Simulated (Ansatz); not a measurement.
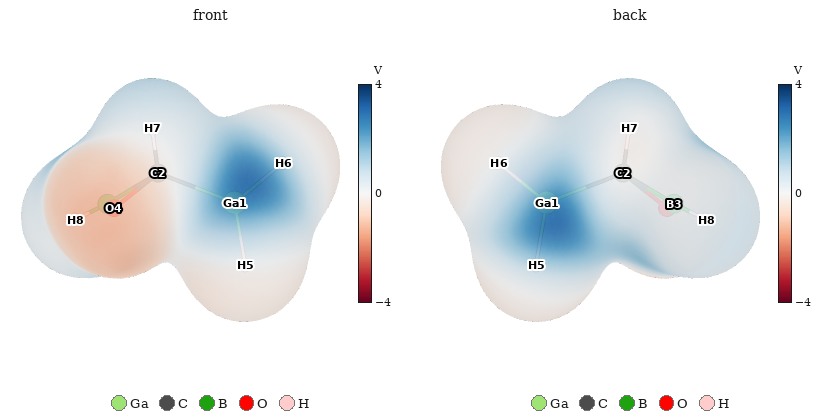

The picture shows: CH4BGaO. The molecular electrostatic potential painted on the density surface at 0.002 e/bohr³, seen from the front and from behind; red is negative and blue positive.

Geometry: PBE0-D4/def2-TZVP.

Level of theory: RKS PBE0-D4/def2-TZVPP (Ansatz 0.2.0).

The calculation's input:

```
crystal:
  periodic: [false, false, false]
  atoms:
    - {symbol: Ga, position_ang: [-0.822735, 1.189067, -0.479800]}
    - {symbol: C, position_ang: [0.503669, 0.048890, 0.386567]}
    - {symbol: B, position_ang: [0.461415, -1.471307, 0.366884]}
    - {symbol: O, position_ang: [1.285884, -0.924521, -0.508635]}
    - {symbol: H, position_ang: [-1.282451, 0.848954, -1.937663]}
    - {symbol: H, position_ang: [-1.433141, 2.379400, 0.338867]}
    - {symbol: H, position_ang: [1.163046, 0.486837, 1.137039]}
    - {symbol: H, position_ang: [0.124303, -2.557330, 0.696741]}
basis:
  gaussian: {orbitals: def2-TZVPP}
hamiltonian: {xc: pbe0, dispersion: d4}
output: {orbitals: {seedname: orbitals}}
```

Command:

```sh
ansatz run in.yaml --threads 2 --pin off --events-out ev --progress --plain --max-ram 4352MiB
```

**Which sites attract a positive test charge, and which a negative one?**

A positive charge is drawn to the negative regions and a negative charge to the positive ones. The most negative region (about −1.3 V, or −30 kcal/mol for a unit charge) lies over O4, the most positive (about +3.0 V, or +69 kcal/mol for a unit charge) over Ga1. O4 is the likeliest acceptor of a hydrogen bond.
